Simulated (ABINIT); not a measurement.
# Quasiparticle gap of MgO (Periclase) in ABINIT, part 2 of 2

How does a plane-wave GW calculation on MgO (Periclase) run from the first input to the gap?

ABINIT 10.8.3; PBE and many-body steps on it, plane waves. Known limits of the many-body steps: not at the basis limit.

So far. Step 2 (Ground state): The gap is direct, at Γ. Step 3 (Bands along the symmetry lines): The gap is 4.733 eV, as in the run before at this level.

The database entry behind the starting cell differs from later determinations by our own check (about 0.1 % long), so it need not match the best structure at ambient conditions.

**4. Empty states on the mesh, 6×6×6 mesh, 58 bands**

Level of this step: DFT, PBE, plane waves, norm-conserving pseudopotentials (ABINIT).

The sums over transitions need many empty states on a uniform mesh; this step solves for them.

run.abi

```
acell 3*1.0 Angstrom
rprim 
  -0.000000000000 2.108500000000 2.108500000000
  2.108500000000 0.000000000000 2.108500000000
  2.108500000000 2.108500000000 0.000000000000
ntypat 2
znucl 12 8
natom 2
typat 1 2
xred 
  0.000000000000 0.000000000000 0.000000000000
  0.500000000000 0.500000000000 0.500000000000
pp_dirpath "pseudos"
pseudos "Mg.upf, O.upf"
ecut 38
ngkpt 6 6 6
nshiftk 1
shiftk 0 0 0
kptopt 1
chksymbreak 0
irdden 1
istwfk *1
nband 58
prtvol 0
optdriver 6
gwr_task "HDIAGO"
paral_kgb 0
occopt 1
indata_prefix "in"
outdata_prefix "out"
tmpdata_prefix "tmp"
```

Started as:

```console
$ OMP_NUM_THREADS=1 mpirun -n 8 abinit run.abi > log
```

Numbers of over 12 decimals in the logs are rounded to 6 here.

The log of the run:

```text
[banner, memory and clock lines left out]
.Version 10.8.3 of ABINIT. v10.8.2 released Aug 2026.

 Symmetries : space group Fm -3 m (#225); Bravais cF (face-center cubic)
[... echo of the input left out ...]
== DATASET  1 ==================================================================
-   mpi_nproc: 8, omp_nthreads: 1 (-1 if OMP is not activated)

--- !DatasetInfo
iteration_state: {dtset: 1, }
dimensions: {natom: 2, nkpt: 16, mband: 58, nsppol: 1, nspinor: 1, nspden: 1, mpw: 1430, }
cutoff_energies: {ecut:  38.0, pawecutdg:  -1.0, }
electrons: {nelect:   1.60000000E+01, charge:   0.00000000E+00, occopt:   1.00000000E+00, tsmear:   1.00000000E-02, }

.Using double precision arithmetic; gwpc =  8

- Reading GS density from: in_DEN

--- Pseudopotential description ------------------------------------------------
- Mg Generated using ONCVPSP code by D. R. Hamann
- 12.00000  10.00000  171031                  znucl, zion, pspdat
12 -101130 1 -1 1510                          pspcod,pspxc,lmax,lloc,mmax
     nproj     2     2     0
  pspatm : epsatm=    9.22893308
         --- l  ekb(1:nproj) -->
             0    2.250005   -0.808630
             1   -6.469357   -2.503313
 pspatm: atomic psp has been read  and splines computed

- O Generated using ONCVPSP code by D. R. Hamann
-  8.00000   6.00000  171031                  znucl, zion, pspdat
12 -101130 2 -1 936                           pspcod,pspxc,lmax,lloc,mmax
     nproj     2     2     1
  pspatm : epsatm=    6.19545534
         --- l  ekb(1:nproj) -->
             0    6.056735    0.824024
             1   -4.717130   -1.149271
             2   -1.331955
 pspatm: atomic psp has been read  and splines computed

   2.46790215E+02                                ecore*ucvol(ha*bohr**3)

 Total charge density [el/Bohr^3]
)     Maximum=    3.3935E+00  at reduced coord.    0.0625    0.9375    0.9688
)     Minimum=    9.8865E-03  at reduced coord.    0.2500    0.2500    0.2500
   Integrated=    1.6000E+01

 === KS gaps after direct diagonalization ===
 Direct band gap semiconductor
 Fundamental gap:     4.733 (eV)
   VBM:     4.693 (eV) at k: [ 0.0000E+00,  0.0000E+00,  0.0000E+00]
   CBM:     9.426 (eV) at k: [ 0.0000E+00,  0.0000E+00,  0.0000E+00]
 Direct gap:         4.733 (eV) at k: [ 0.0000E+00,  0.0000E+00,  0.0000E+00]

== END DATASET(S) ==============================================================

 -outvars: echo values of variables after computation  --------
           etotal      0.0000000000E+00
            nband          58
             nkpt          16
          spgroup         225
 [... the other variables as echoed above ...]

 Calculation completed.
```

Elapsed: 10 s, on 8 MPI ranks of Arm Neoverse N1, shared host; peak memory 1.4 GiB.

Numbers from this step:

```yaml
gap: 4.733 eV
k_of_the_valence_top: 0, 0, 0
k_of_the_conduction_bottom: 0, 0, 0
least_direct_gap: 4.733 eV
k_points_computed: 16
lowest_point_of_the_top_converged_band_above_the_valence_top: 85.5499 eV
```

On this mesh the gap is 4.733 eV.

**5. Screening, 6×6×6 mesh, 50 bands, screening to 163.3 eV**

The RPA dielectric matrix is built and inverted for each q.

This step: RPA screening on PBE, plane waves, norm-conserving pseudopotentials.

Changes to run.abi since step 4:

```diff
@@ -20,10 +20,11 @@
 chksymbreak 0
-irdden 1
 istwfk *1
-nband 58
-prtvol 0
-optdriver 6
-gwr_task "HDIAGO"
-paral_kgb 0
 occopt 1
+irdwfk 1
+optdriver 3
+nband 50
+ecuteps 6
+inclvkb 2
+awtr 1
+symchi 1
 indata_prefix "in"
```

The log of the run:

```text
.Version 10.8.3 of ABINIT. v10.8.2 released Aug 2026.

 Symmetries : space group Fm -3 m (#225); Bravais cF (face-center cubic)
[... echo of the input left out ...]
== DATASET  1 ==================================================================
-   mpi_nproc: 8, omp_nthreads: 1 (-1 if OMP is not activated)

--- !DatasetInfo
iteration_state: {dtset: 1, }
dimensions: {natom: 2, nkpt: 16, mband: 50, nsppol: 1, nspinor: 1, nspden: 1, mpw: 1430, }
cutoff_energies: {ecut:  38.0, pawecutdg:  -1.0, }
electrons: {nelect:   1.60000000E+01, charge:   0.00000000E+00, occopt:   1.00000000E+00, tsmear:   1.00000000E-02, }

 SCREENING: Calculation of the susceptibility and dielectric matrices

 Based on a program developped by R.W. Godby, V. Olevano, G. Onida, and L. Reining.
 Incorporated in ABINIT by V. Olevano, G.-M. Rignanese, and M. Torrent.
.Using double precision arithmetic ; gwpc =  8

[... cell and pseudopotentials left out ...]
--------------------------------------------------------------------------------

 ==== K-mesh for the wavefunctions ====
 Number of points in the irreducible wedge :    16
[... list of points left out ...]
 Together with 48 symmetry operations and time-reversal symmetry
 yields   216 points in the full Brillouin Zone.

 ==== Q-mesh for the screening function ====
 Number of points in the irreducible wedge :    16
[... list of points left out ...]
 Together with 48 symmetry operations and time-reversal symmetry
 yields   216 points in the full Brillouin Zone.

 setmesh: FFT mesh size selected  =    24x   24x   24
          total number of points  =        13824

 vcoul_init : cutoff-mode = AUXILIARY_FUNCTION
 q-points for optical limit:   1
     1)      0.000010    0.000020    0.000030

- screening: taking advantage of time-reversal symmetry
- Maximum band index for partially occupied states nbvw = 8
- Remaining bands to be divided among processors   nbcw = 42
- Number of bands treated by each node ~5

 Number of electrons calculated from density =   16.0000; Expected =   16.0000
 average of density, n =  0.126466
 r_s =    1.2359
 omega_plasma =   34.3038 [eV]

 calculating chi0 at frequencies [eV] :
  1    0.000000E+00    0.000000E+00
  2    0.000000E+00    3.430377E+01

--------------------------------------------------------------------------------
  q-point number  1        q = ( 0.000000, 0.000000, 0.000000) [r.l.u.]
--------------------------------------------------------------------------------
[... chi0 elements left out ...]
 For q-point:  0.000010 0.000020 0.000030
  dielectric constant =   3.0343
  dielectric constant without local fields =   3.2471

  Average fulfillment of the sum rule on Im[epsilon] for q-point    1 :     51.88  [%]
[... wings left out ...]
  q-point number  2        q = ( 0.166667, 0.000000, 0.000000) [r.l.u.]
--------------------------------------------------------------------------------
[... chi0 elements left out ...]
  Average fulfillment of the sum rule on Im[epsilon] for q-point    2 :     70.05  [%]

 [... 14 further q-points ...]
```

Elapsed: 31 s, on 8 MPI ranks; peak memory 1 GiB; 4.1 min of CPU time.

Numbers from this step:

```yaml
eps_infinity_with_local_fields_on_this_mesh_along_the_program_s_q_direction: 3.034
the_same_without_local_fields: 3.247
plasma_frequency: 34.30 eV
plane_waves_in_the_screening_matrix: 89
```

Local fields lower ε∞ by 7 %.

**6. Self-energy, 6×6×6 mesh, 50 bands, screening to 163.3 eV**

The self-energy is evaluated for the states that the input lists, and the levels follow from it, in one-shot runs by the linearised quasiparticle equation.

This step: G0W0 on PBE, plane waves, norm-conserving pseudopotentials.

Changes to run.abi since step 5:

```diff
@@ -23,8 +23,15 @@
 irdwfk 1
-optdriver 3
+optdriver 4
 nband 50
+gwcalctyp 0
+ecutsigx 38
+symsigma 1
+nkptgw 1
+kptgw 
+  0.0000000000 0.0000000000 0.0000000000
+bdgw 
+  6 12
 ecuteps 6
-inclvkb 2
-awtr 1
-symchi 1
+irdscr 1
+ppmodel 1
 indata_prefix "in"
```

The log of the run:

```text
.Version 10.8.3 of ABINIT. v10.8.2 released Aug 2026.

 Symmetries : space group Fm -3 m (#225); Bravais cF (face-center cubic)
[... echo of the input left out ...]
== DATASET  1 ==================================================================
-   mpi_nproc: 8, omp_nthreads: 1 (-1 if OMP is not activated)

--- !DatasetInfo
iteration_state: {dtset: 1, }
dimensions: {natom: 2, nkpt: 16, mband: 50, nsppol: 1, nspinor: 1, nspden: 1, mpw: 1430, }
cutoff_energies: {ecut:  38.0, pawecutdg:  -1.0, }
electrons: {nelect:   1.60000000E+01, charge:   0.00000000E+00, occopt:   1.00000000E+00, tsmear:   1.00000000E-02, }

 SIGMA: Calculation of the GW corrections

 Based on a program developped by R.W. Godby, V. Olevano, G. Onida, and L. Reining.
 Incorporated in ABINIT by V. Olevano, G.-M. Rignanese, and M. Torrent.
.Using double precision arithmetic ; gwpc =  8

[... cell and pseudopotentials left out ...]
--------------------------------------------------------------------------------

 ==== K-mesh for the wavefunctions ====
 Number of points in the irreducible wedge :    16
[... list of points left out ...]
 Together with 48 symmetry operations and time-reversal symmetry
 yields   216 points in the full Brillouin Zone.

 ==== Q-mesh for screening function ====
 Number of points in the irreducible wedge :    16
[... list of points left out ...]
 Together with 48 symmetry operations and time-reversal symmetry
 yields   216 points in the full Brillouin Zone.

 vcoul_init : cutoff-mode = AUXILIARY_FUNCTION
 q-points for optical limit:   1
     1)      0.000010    0.000020    0.000030
 setmesh: FFT mesh size selected  =    32x   32x   32
          total number of points  =        32768

 Number of electrons calculated from density =   16.0000; Expected =   16.0000
 average of density, n =  0.126466
 r_s =    1.2359
 omega_plasma =   34.3038 [eV]

 === KS Band Gaps ===
  >>>> For spin  1
   Minimum direct gap =   4.7331 [eV], located at k-point      :   0.0000  0.0000  0.0000
   Fundamental gap    =   4.7331 [eV], Top of valence bands at :   0.0000  0.0000  0.0000
                                       Bottom of conduction at :   0.0000  0.0000  0.0000
 SIGMA fundamental parameters:
 PLASMON POLE MODEL  1
 number of plane-waves for SigmaX                 1411
 number of plane-waves for SigmaC and W             89
 number of plane-waves for wavefunctions          1411
 number of bands                                    50
 number of independent spin polarizations            1
 number of spinorial components                      1
 number of k-points in IBZ                          16
 number of q-points in IBZ                          16
 number of symmetry operations                      48
 number of k-points in BZ                          216
 number of q-points in BZ                          216
 number of frequencies for dSigma/dE                 9
 frequency step for dSigma/dE [eV]                0.25
 number of omega for Sigma on real axis              0
 max omega for Sigma on real axis  [eV]           0.00
 zcut for avoiding poles [eV]                     0.10

 EPSILON^-1 parameters (SCR file):
 dimension of the eps^-1 matrix on file             89
 dimension of the eps^-1 matrix used                89
 number of plane-waves for wavefunctions          1411
 number of bands                                    50
 number of q-points in IBZ                          16
 number of frequencies                               2
 number of real frequencies                          1
 number of imag frequencies                          1

 matrix elements of self-energy operator (all in [eV])

 Perturbative Calculation

--- !SelfEnergy_ee
iteration_state: {dtset: 1, }
kpoint     : [   0.000,    0.000,    0.000, ]
spin       : 1
KS_gap     :    4.733
QP_gap     :    6.875
Delta_QP_KS:    2.142
data: !SigmaeeData |
     Band     E0 <VxcDFT>   SigX SigC(E0)      Z dSigC/dE  Sig(E)    E-E0       E
        6   4.693 -20.107 -25.567   4.098   0.809  -0.236 -21.209  -1.102   3.592
        7   4.693 -20.107 -25.567   4.098   0.809  -0.236 -21.209  -1.102   3.592
        8   4.693 -20.107 -25.567   4.098   0.809  -0.236 -21.209  -1.102   3.592
        9   9.426 -13.453  -8.885  -3.353   0.856  -0.168 -12.412   1.040  10.466
       10  20.632  -9.568  -3.679  -4.453   0.863  -0.159  -8.329   1.239  21.871
       11  20.632  -9.568  -3.679  -4.453   0.863  -0.159  -8.329   1.239  21.871
       12  20.632  -9.568  -3.679  -4.453   0.863  -0.159  -8.329   1.239  21.871

== END DATASET(S) ==============================================================
================================================================================

 -outvars: echo values of variables after computation  --------
           etotal      0.0000000000E+00
            nband          50
             nkpt          16
          spgroup         225
 [... the other variables as echoed above ...]

 Calculation completed.
```

The job ended after 3.5 s (8 MPI ranks; peak memory 0.79 GiB; 27 s of CPU time).

This step gave:

| Item | Value |
| --- | --- |
| G0W0 gap on the points computed | 6.874 eV |
| starting gap on the mesh | 4.733 eV |
| k of the valence top | 0, 0, 0 |
| k of the conduction bottom | 0, 0, 0 |
| Z at the valence top | 0.809 |
| Z at the conduction bottom | 0.856 |
| least direct G0W0 gap on the computed points | 6.874 eV |

The gap on the mesh goes from 4.73 eV to 6.87 eV, a correction of +2.14 eV.

Limits: finite bands, cutoff and mesh. v1 is the top filled band, c1 the lowest empty one. The levels before and after the correction (eV, zero at the valence-band top of each column):

```tsv
	conduction bottom	valence top
Kohn-Sham	4.73	0.00
G0W0	6.87	0.00
```

```tsv
	level	energy (eV)
Kohn-Sham	Γ v3-v1	0.000
Kohn-Sham	Γ c1	4.733
Kohn-Sham	Γ c2-c4	15.939
G0W0	Γ v3-v1	0.000
G0W0	Γ c1	6.874
G0W0	Γ c2-c4	18.279
```

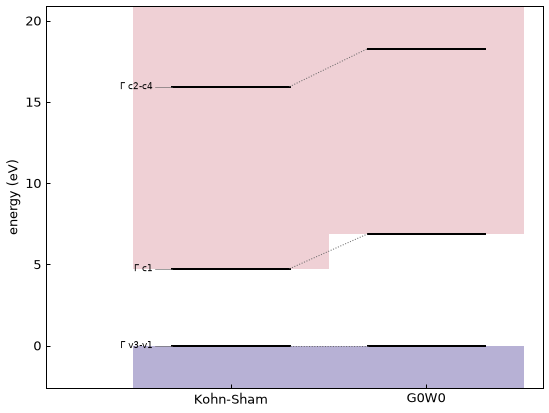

Levels before and after the correction. Shaded: valence and conduction bands.

**7. Where the time went**

Times are wall times on 8 MPI ranks of Arm Neoverse N1, shared host, good to a factor of about two.

```tsv
step	time	share	memory (GiB)
ground state	4.8 s	9 %	0.48
bands along the symmetry lines	4 s	8 %	0.45
empty states on the mesh	10 s	19 %	1.4
screening	31 s	58 %	1.0
self-energy	3.5 s	7 %	0.79
```

**8. What came out**

```
PBE gap              : 4.73 eV, direct
G0W0 gap on the mesh : 6.87 eV
GW settings          : 6×6×6 mesh, 50 bands, screening to 163.3 eV, Godby-Needs plasmon pole
known limits         : not at the basis limit
```

In words: G0W0 moves the gap on the mesh from 4.73 eV to 6.87 eV (+2.14 eV), with Z of 0.81 and 0.86 at the edges. Local fields lower the RPA ε∞ on this mesh from 3.25 to 3.03. Only 1 of the mesh's irreducible points was corrected, so a valley elsewhere could overtake. The dearest step here is «screening». Bands and cutoff are finite, so the gap is not at the basis limit. The miss can reach some tenths of an eV and take either sign; the mesh is an error of its own. In the G0W0 run levels were corrected at 1 k point alone, so a gap called «on the mesh» is the least over those, and an edge elsewhere would be missed.

[Paths, hosts, dates, memory and timing lines, banners, echoed tables and standing remarks are left out of the program output.]

[Logs are printed without paths, hosts, clocks, repeated set-up lines and the standing remarks that a program may print on its own settings, such as how far it seeks lower states.]

[Runs of the session that timed out or met a known fault of the program may be left out.]

[Hosts, paths, dates, database ids (printed as entryN), source tags and the programs' standing remarks are cut or masked in the printed files.]

[G0W0 gaps are taken among the corrected bands and points alone; a level outside them can change the order at an edge.]

[Where Ansatz stands beside ABINIT at settings called matched, ABINIT's density can come from a denser mesh and the files from another edition; pairs whose starting gaps differed by over 0.03 eV were left out, so agreement reads better than it is.]
